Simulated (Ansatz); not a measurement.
# Two runs on C₂H₅FZn

System: C₂H₅FZn, SMILES C[CH2][Zn][F].
Method of run 1: RKS PBE0-D4/def2-TZVPP (Ansatz 0.2.0).

The geometry comes from this level: PBE0-D4/def2-TZVP. Text and figures count atoms from 1; the logs count them from 0 in places.

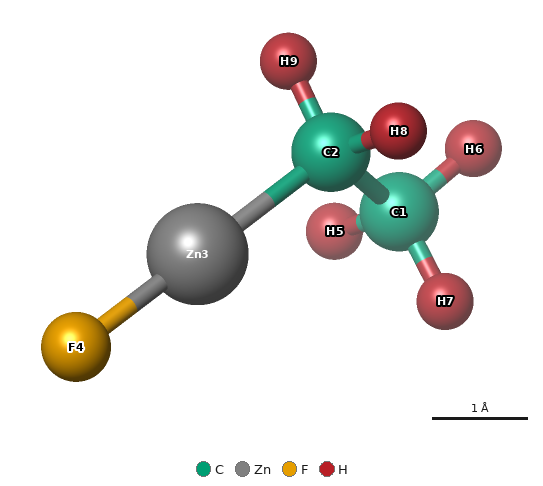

**Figure 1.** The structure as given in the input (ball-and-stick view, seen at a tilt; atoms are numbered from 1 in the order of the input). Sticks mark near contacts. Bond lengths as drawn: C–C 1.53 Å, C–H 1.09 Å, C–Zn 1.93 Å and F–Zn 1.76 Å.

## Input, run 1
```yaml
crystal:
  periodic: [false, false, false]
  atoms:
    - {symbol: C, position_ang: [-0.348242, 1.090720, -0.034207]}
    - {symbol: C, position_ang: [-0.045893, -0.275777, 0.575226]}
    - {symbol: Zn, position_ang: [0.696214, -1.573523, -0.642116]}
    - {symbol: F, position_ang: [1.372678, -2.758467, -1.749047]}
    - {symbol: H, position_ang: [-1.073486, 1.025577, -0.848695]}
    - {symbol: H, position_ang: [-0.765455, 1.771866, 0.714478]}
    - {symbol: H, position_ang: [0.547963, 1.567461, -0.438122]}
    - {symbol: H, position_ang: [0.658525, -0.177658, 1.406930]}
    - {symbol: H, position_ang: [-0.953703, -0.716501, 0.998552]}
basis:
  gaussian: {orbitals: def2-TZVPP}
hamiltonian: {xc: pbe0, dispersion: d4}
output: {orbitals: {seedname: orbitals}}
```

Hardware: 4 CPU threads, shared host.

## Output (run 1)
```
Functional definition: PBE0
  parameter a = 0.25
  parameter kappa = 0.804
  parameter beta = 0.06672455060314922
  exchange = (1 - a)*pbe_x(kappa = kappa, mu = beta*pi^2/3) + a*exact_x
  correlation = pbe_c(beta = beta)
1395 factors; their error is unknown
mean field evaluation 1: about -53271.5114 eV, gradient 7.9e1 eV
mean field evaluation 2: about -53252.8147 eV, gradient 1.4e2 eV
mean field evaluation 4: about -53283.0185 eV, gradient 7.8e0 eV
mean field evaluation 8: about -53283.1235 eV, gradient 1.9e-1 eV
mean field evaluation 16: about -53283.2062 eV, gradient 1.6e-4 eV
mean field -53283.20616118 eV, -1958.1217097691 hartree, gradient 1.6e-5 eV, S^2 0.000000; 0 other end points of the search recorded, 0 dependent functions left out
reference -53283.20619875 eV, -1958.1217111497 hartree; 28, 28 occupied and 199, 199 virtual orbitals, 1395 factors
Total energy: -53283.31565810 eV, -1958.1257337068 hartree
```

For run 2 the input was changed thus:
```diff
-  gaussian: {orbitals: def2-TZVPP}
+  gaussian: {orbitals: def2-SVP}
```

How does run 2 compare with run 1?

The total energy of run 2 is 297.7 kcal/mol higher, which measures the change of basis and not a stability. The HOMO goes from −8.06 to −7.88 eV. The LUMO goes from −0.49 to −0.27 eV. The basis functions go from 227 to 98.

## Output (run 2)
```
Functional definition: PBE0
  parameter a = 0.25
  parameter kappa = 0.804
  parameter beta = 0.06672455060314922
  exchange = (1 - a)*pbe_x(kappa = kappa, mu = beta*pi^2/3) + a*exact_x
  correlation = pbe_c(beta = beta)
978 factors; integrals over basis functions are off by at most 1.5e-3 eV
mean field evaluation 1: about -53260.8305 eV, gradient 6.7e1 eV
mean field evaluation 2: about -53250.1450 eV, gradient 1.0e2 eV
mean field evaluation 4: about -53270.0311 eV, gradient 5.0e0 eV
mean field evaluation 8: about -53270.2966 eV, gradient 5.1e-1 eV
mean field evaluation 16: about -53270.2970 eV, gradient 2.8e-5 eV
mean field -53270.29698975 eV, -1957.6473064692 hartree, gradient 2.8e-5 eV, S^2 0.000000; 0 other end points of the search recorded, 0 dependent functions left out
reference -53270.29702705 eV, -1957.6473078399 hartree; 28, 28 occupied and 70, 70 virtual orbitals, 978 factors
Total energy: -53270.40648640 eV, -1957.6513303970 hartree
```

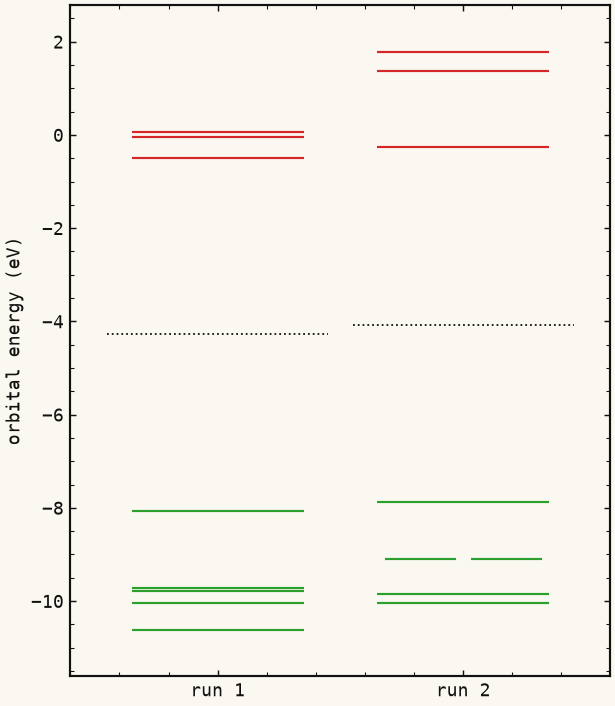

**Figure 2.** The five highest filled and three lowest empty orbital energies of the two runs; the dotted lines part filled from empty levels. The HOMO–LUMO gap is 7.57 eV in run 1 and 7.61 eV in run 2.

## The two runs side by side

| quantity | run 1 | run 2 |
| --- | --- | --- |
| outcome | converged | converged |
| total energy (hartree) | −1958.125734 | −1957.651330 |
| HOMO (eV) | −8.06 | −7.88 |
| LUMO (eV) | −0.49 | −0.27 |
| basis functions | 227 | 98 |
| wall time (shared host) | 2.9 s | 1.5 s |
